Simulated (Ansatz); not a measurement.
**CH4FGeN (SMILES [H]/N=[C](/F)[GeH3]): r2SCAN/6-31G(d) (spherical functions)**

Aim: the vertical singlet–triplet gap of CH4FGeN at r2SCAN/6-31G* (spherical functions), from 2 runs. 

The results are computed with Ansatz 0.2.0.

128 further runs of the same task are left out: 128 set aside as unsound or not needed. Runs told in other sessions of the task aren't counted.

## Step 1: The structure to begin with

The species is CH4FGeN (8 atoms), meant as a singlet with charge 0. SMILES: `[H]/N=[C](/F)[GeH3]`. Geometry: relaxed at PBE0-D4/def2-TZVP.

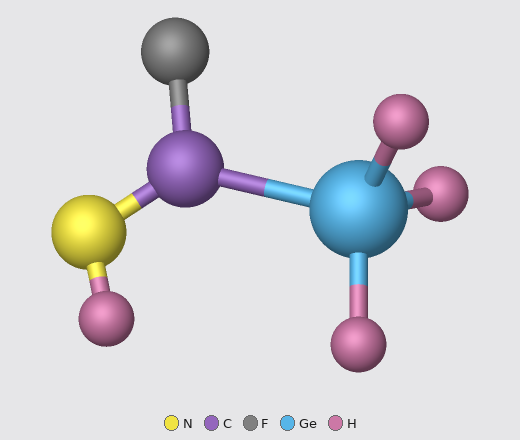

Viewed from a chosen angle; nitrogen yellow, carbon purple, fluorine grey, germanium blue, hydrogen pink.

## Step 2: The energy at r2SCAN/6-31G(d) (spherical functions)

molecule.yaml

```yaml
crystal:
  periodic: [false, false, false]
  atoms:
    - {symbol: "N", position_ang: [1.895900, 0.222300, -0.348500]}
    - {symbol: C, position_ang: [0.908100, 0.027300, 0.385600]}
    - {symbol: F, position_ang: [1.137400, -0.127100, 1.702400]}
    - {symbol: Ge, position_ang: [-1.019900, -0.103800, -0.035500]}
    - {symbol: H, position_ang: [1.617200, 0.325400, -1.319900]}
    - {symbol: H, position_ang: [-1.766200, 1.006900, 0.710300]}
    - {symbol: H, position_ang: [-1.149700, 0.071600, -1.553900]}
    - {symbol: H, position_ang: [-1.530700, -1.479600, 0.403700]}
basis:
  gaussian:
    orbitals: 6-31G_st_-spherical.json
hamiltonian:
  xc: r2scan
accuracy: high
output:
  orbitals: {seedname: orbitals}
```

The basis set 6-31G* is read from a file made from the Basis Set Exchange's data (not shown).

Launch:

```
ansatz run molecule.yaml --threads 1 --pin off --max-ram 3480MiB --events-out events.jsonl --progress --plain --runs-dir runs
```

Standard output:

```text
Warning: RAYON_NUM_THREADS=1 ignored (pool sized by the plan → 1); use --threads N
Functional definition: r2SCAN
  name "r2SCAN"
  parameter k0 = 0.174
  parameter k1 = 0.065
  parameter a1 = 4.9479
  exchange = r2scan_x(k0 = k0, k1 = k1, a1 = a1)
  correlation = r2scan_c
1829 factors; integrals over basis functions are off by at most 1.6e-8 eV
mean field evaluation 1: about -61810.4962 eV, gradient 4.9e1 eV
mean field evaluation 2: about -61790.9076 eV, gradient 9.8e1 eV
mean field evaluation 4: about -61815.1386 eV, gradient 8.4e0 eV
mean field evaluation 8: about -61815.2834 eV, gradient 1.7e-1 eV
mean field evaluation 16: about -61815.2834 eV, gradient 1.6e-5 eV
mean field -61815.28343577 eV, -2271.6697663604 hartree, gradient 9.1e-8 eV, S^2 0.000000; 0 other end points of the search recorded, 0 dependent functions left out
reference -61815.28343664 eV, -2271.6697663925 hartree; 29, 29 occupied and 53, 53 virtual orbitals, 1829 factors
Total energy: -61815.28343664 eV, -2271.6697663925 hartree
```

Wall time 19 s (1 thread of Arm Neoverse N1, shared host); peak memory 0.26 GiB.

## Step 3: The triplet

job.yaml

```yaml
crystal:
  periodic: [false, false, false]
  atoms:
    - {symbol: "N", position_ang: [1.895900, 0.222300, -0.348500]}
    - {symbol: C, position_ang: [0.908100, 0.027300, 0.385600]}
    - {symbol: F, position_ang: [1.137400, -0.127100, 1.702400]}
    - {symbol: Ge, position_ang: [-1.019900, -0.103800, -0.035500]}
    - {symbol: H, position_ang: [1.617200, 0.325400, -1.319900]}
    - {symbol: H, position_ang: [-1.766200, 1.006900, 0.710300]}
    - {symbol: H, position_ang: [-1.149700, 0.071600, -1.553900]}
    - {symbol: H, position_ang: [-1.530700, -1.479600, 0.403700]}
basis:
  gaussian:
    orbitals: 6-31G_st_-spherical.json
hamiltonian:
  xc: r2scan
magnetization:
  spin_polarized: true
  initial_magnetization: 2
output: {orbitals: {seedname: orbitals}}
accuracy: high
```

The basis set 6-31G* is read from a file made from the Basis Set Exchange's data (not shown).

Launch:

```
ansatz run job.yaml --threads 1 --pin off --max-ram 3480MiB --events-out events.jsonl --progress --plain --runs-dir runs
```

Standard output:

```text
Warning: RAYON_NUM_THREADS=1 ignored (pool sized by the plan → 1); use --threads N
Functional definition: r2SCAN
  name "r2SCAN"
  parameter k0 = 0.174
  parameter k1 = 0.065
  parameter a1 = 4.9479
  exchange = r2scan_x(k0 = k0, k1 = k1, a1 = a1)
  correlation = r2scan_c
1829 factors; integrals over basis functions are off by at most 1.6e-8 eV
mean field evaluation 1: about -61804.5345 eV, gradient 3.6e1 eV
mean field evaluation 2: about -61763.9333 eV, gradient 8.6e1 eV
mean field evaluation 4: about -61809.8685 eV, gradient 1.1e1 eV
mean field evaluation 8: about -61810.4773 eV, gradient 4.3e-1 eV
mean field evaluation 16: about -61810.4735 eV, gradient 5.8e-4 eV
mean field evaluation 32: about -61810.4735 eV, gradient 2.2e-7 eV
mean field -61810.47351253 eV, -2271.4930049417 hartree, gradient 8.9e-8 eV, S^2 2.008660; 3 other end points of the search recorded, 0 dependent functions left out
reference -61810.47351542 eV, -2271.4930050479 hartree; 30, 28 occupied and 52, 54 virtual orbitals, 1829 factors
Total energy: -61810.47351542 eV, -2271.4930050479 hartree
```

Run time: 64 s. Hardware: 1 thread of Arm Neoverse N1, shared host; peak memory 0.41 GiB.

## Step 4: Results

At r2SCAN/6-31G* (spherical functions):

| quantity | value |
| --- | --- |
| singlet: total energy | -2271.66977 Eh |
| singlet: HOMO energy | -6.73 eV |
| singlet: LUMO energy | -1.09 eV |
| singlet: HOMO–LUMO gap | 5.64 eV |
| triplet: total energy | -2271.49301 Eh |
| triplet: HOMO energy (highest over α and β) | -1.94 eV |
| triplet: ⟨S²⟩ | 2.009 |
| vertical energy of the triplet above the singlet | 4.810 eV |

**Reading.** At this shape the triplet lies 4.81 eV (111 kcal/mol) above the singlet.
